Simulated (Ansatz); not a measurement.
**CH₄OSi₂: density, localisation and related maps**

Input file:

```
crystal:
  periodic: [false, false, false]
  atoms:
    - { symbol: O, position_ang: [3.14777, 0.4368, 0.32875] }
    - { symbol: C, position_ang: [1.81716, 0.46328, 0.60452] }
    - { symbol: Si, position_ang: [0.37507, 0.05015, -0.23132] }
    - { symbol: Si, position_ang: [-1.83026, -0.48519, -0.2802] }
    - { symbol: H, position_ang: [3.53288, 1.28869, 0.56951] }
    - { symbol: H, position_ang: [-2.63122, 0.6088, 0.28808] }
    - { symbol: H, position_ang: [-2.19852, -0.64268, -1.69941] }
    - { symbol: H, position_ang: [-2.21288, -1.71985, 0.42007] }
basis:
  gaussian: { orbitals: def2-SVP }
hamiltonian:
  xc: pbe
  dispersion: d4
relax:
  f_tol: 0.015
  max_steps: 40
output:
  orbitals: {}
```

Command:

```sh
ansatz run input.yaml --threads 1 --pin off --max-ram 2048MiB --backend cpu --events-out ev --progress --plain --runs-dir out
```

The fields are those of the relaxed geometry.

Method: RKS PBE-D4/def2-SVP in Ansatz.

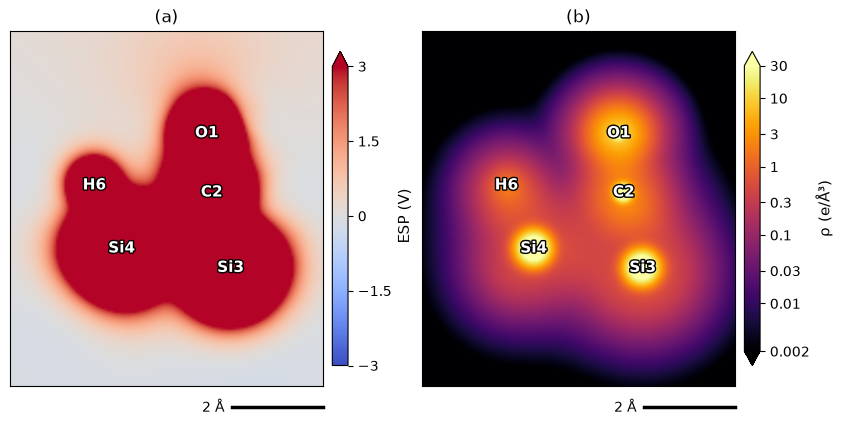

Figure 1. (a) electrostatic potential; (b) total electron density on the plane of atoms C2, Si3 and Si4.

Q: Interpret the plot.

A:
- Atoms in the plane: O, C, Si and H.
- C–O (1.31 Å): ρ at the midpoint is about 2.6 e/Å³.
- C–Si (1.71 Å): ρ at the midpoint is about 0.98 e/Å³.
- Si–Si (2.43 Å): the density is about 0.45 e/Å³ at the midpoint.
- Si–H (1.51 Å): ρ is about 0.73 e/Å³ halfway.
- The potential has no marked negative region in this plane.

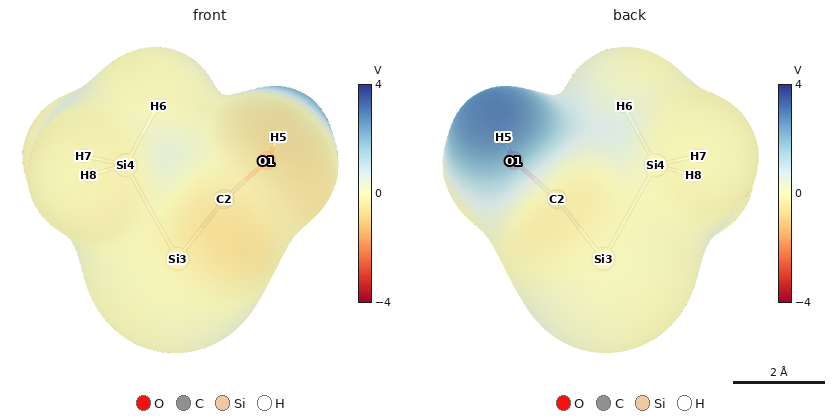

Figure 2. The molecular electrostatic potential painted on the density surface at 0.002 e/bohr³, seen from the front and from behind; the colour scale runs from red (negative) to blue (positive).

Q: Describe the electrostatic potential map.

A: The most negative region (about −0.7 V) lies over O1, C2 and Si3, the most positive (about +3.1 V) over H5.

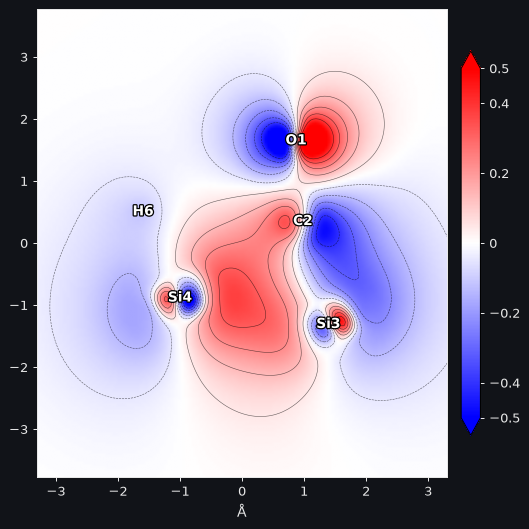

Figure 3. The HOMO−1 on the plane of atoms C2, Si3 and Si4 (values in Å⁻³ᐟ²; the overall sign is arbitrary).

Q: Describe this orbital and give its energy.

A: By Hirshfeld shares it lies mainly on Si3 (about 30 %), Si4 (about 25 %), C2 (about 20 %) and O1 (about 15 %). Its energy is −6.61 eV.
